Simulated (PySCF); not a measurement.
C3H7NSi2, SMILES C=C[SiH2][SiH2]C#N at its GFN2-xTB optimised geometry (Å):

```
13

C      1.3723    -0.8845     0.0000
C      0.0487    -0.8845     0.0000
Si    -1.0295     0.6570     0.0000
Si    -2.1843     0.7986    -2.0077
C     -2.3544    -0.9238    -2.7105
N     -2.4341    -1.9985    -3.1014
H      1.9383     0.0334     0.0232
H      1.9549    -1.7930    -0.0177
H     -0.4652    -1.8388    -0.0285
H     -0.1811     1.8388     0.2061
H     -1.9549     0.5718     1.1399
H     -1.5277     1.5376    -3.0927
H     -3.5731     1.2654    -1.9199
```

Calculation: B3LYP/def2-TZVP (PySCF 2.14.0).

Map of the Laplacian of the electron density (e/bohr⁵), clipped to [-1.50, 1.50] on the plane z = 1.0 Å:

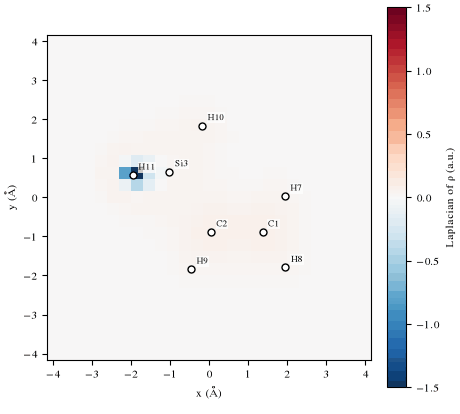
Figure: Laplacian of the electron density (e/bohr⁵), clipped to [-1.50, 1.50] on the plane z = 1.0 Å.
